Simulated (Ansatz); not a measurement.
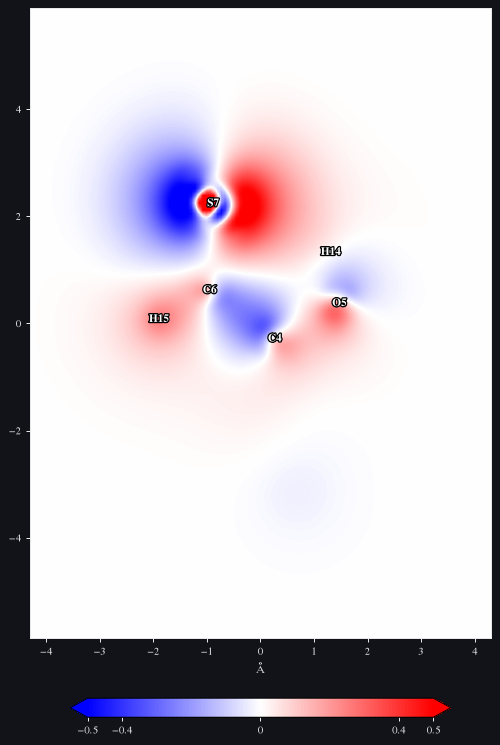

Figure 1: C₂H₈N₂OSSi (SMILES N[SiH2]NC(O)C=S). The HOMO on the plane of atoms S7, C6 and H15 (values in Å⁻³ᐟ²; the overall sign is arbitrary).

Theory: Ansatz 0.2.0, RKS B3LYP-D4/def2-SVP.

Input

```
crystal:
  periodic: [false, false, false]
  atoms:
    - { symbol: "N", position_ang: [-2.4493, 0.3597, 0.6249] }
    - { symbol: Si, position_ang: [-0.9418, 0.5916, 1.2015] }
    - { symbol: "N", position_ang: [-0.186, -0.5019, 0.1772] }
    - { symbol: C, position_ang: [1.3182, -0.4231, -0.1876] }
    - { symbol: O, position_ang: [1.5907, -1.7021, -0.7164] }
    - { symbol: C, position_ang: [1.4746, 0.7218, -1.1864] }
    - { symbol: S, position_ang: [1.2862, 0.5385, -2.8397] }
    - { symbol: H, position_ang: [-2.84786, 1.30192, 0.40186] }
    - { symbol: H, position_ang: [-3.03073, -0.10536, 1.25122] }
    - { symbol: H, position_ang: [-0.433, 1.9478, 0.9363] }
    - { symbol: H, position_ang: [-0.8444, 0.1221, 2.6109] }
    - { symbol: H, position_ang: [-0.257, -1.4171, 0.6201] }
    - { symbol: H, position_ang: [1.8398, -0.2278, 0.6689] }
    - { symbol: H, position_ang: [1.039, -1.7675, -1.4993] }
    - { symbol: H, position_ang: [1.7459, 1.6628, -0.7357] }
basis:
  gaussian: { orbitals: def2-SVP }
hamiltonian:
  xc: b3lyp
  dispersion: d4
relax:
  f_tol: 0.015
  max_steps: 40
output:
  orbitals: {}
```

Run with:

```sh
ansatz run input.yaml --threads 2 --pin off --max-ram 3072MiB --backend cpu --events-out ev --progress --plain --runs-dir out
```

The fields are those of the relaxed geometry.

Where does this orbital lie, and at what energy?

By Hirshfeld shares it lies mainly on S7 (about 65 %), N3 (about 10 %) and C6 (about 5 %). Its energy is −6.56 eV.
